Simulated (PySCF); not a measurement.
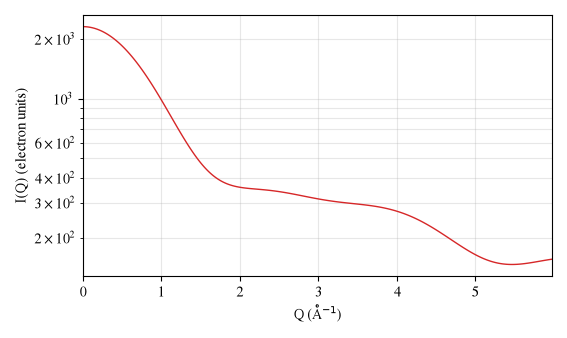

Elastic X-ray scattering of a randomly oriented, rigid molecule, calculated with the Debye equation from neutral-atom form factors (independent atoms, no Compton part, no vibration). The geometry is the end point of an optimisation (PBE0-D3(BJ)/def2-SVP geometry optimisation, gas phase (PySCF)); it may be a saddle point or a higher isomer. It contains Cl, Si.

Question: How many electrons does the independent-atom model of the molecule hold?

Answer: I(0) is the square of the electron number: I(0) = 2300, so about 48 electrons, the count of Cl2Si.

Question: What radius of gyration does the initial fall-off give?

Answer: From I(Q) ≈ I(0) exp(−Q²R²/3) at small Q, R ≈ 1.65 Å. It is larger than the electron-weighted radius of the nuclear positions alone (1.49 Å), because each atom's electron cloud adds to it.
